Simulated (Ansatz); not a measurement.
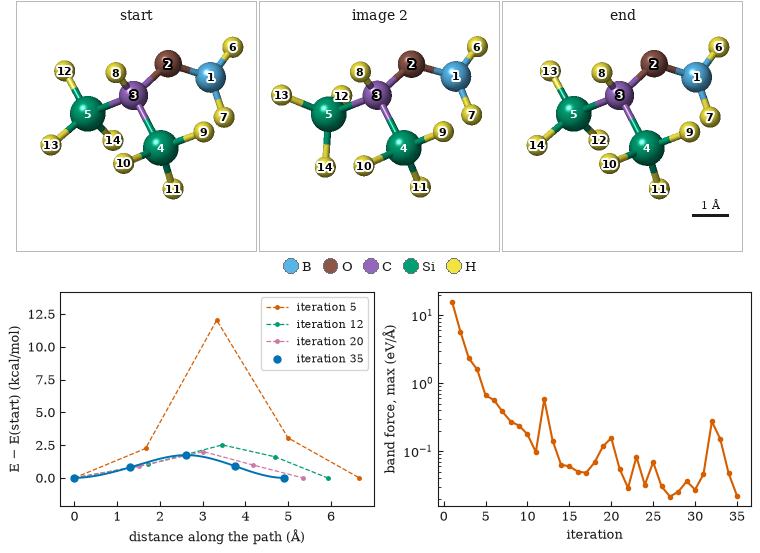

A search for the minimum-energy path of CH9BOSi2 by the nudged elastic band. Images are numbered from 0 (start) to 4 (end). The plot follows the band through its iterations. Style: ball-and-stick. Shown from a free direction.

Theory: Ansatz 0.2.0, RKS BLYP-D4/6-31G. Set-up: 3 movable images; climbing image; force threshold 0.03 eV/Å; iteration limit 60; starting path through a guess of the saddle point.

Did the band converge, and can the barrier be trusted?

The run is converged, with reservations. The band converged in 35 iterations. The largest component of the band force went from 16 to 0.022 eV/Å. The climbing image converged on the top of the path. Its curvatures weren't checked. So few images resolve the path coarsely. The first iteration put the highest image at 191.59 kcal/mol. The two ends have the same energy, and the highest point, image 2, lies 1.74 kcal/mol above the start.
